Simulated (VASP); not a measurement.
Energy against volume of Cu (fcc). Computed with optB86b-vdW, VASP's PBE PAW potentials (set 64) (plane waves; VASP).

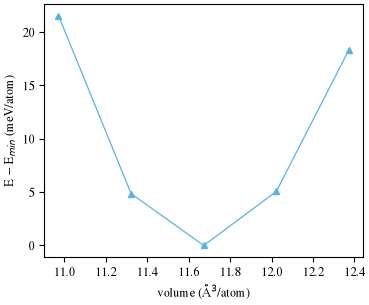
Energy against volume

Estimate the equilibrium volume and the bulk modulus.

The minimum lies near 11.7 Å³/atom, and the curvature gives B0 of about 150 GPa.

Measured: bulk modulus 144 GPa at 0 K (computed value off by +4.9 %), as given by Daniel Mejia-Rodriguez et al., Physical Review B (2018), arXiv:1807.09216 [0 K value with the zero-point phonon effect removed]; a 3.595 Å at 0 K (computed value off by +0.1 %), as given by Gábor I. Csonka et al., Physical Review B (2009), arXiv:0903.4037 [low-temperature or extrapolated to 0 K; zero-point anharmonic expansion removed].

The compound is Cu in the fcc structure. It was relaxed first.
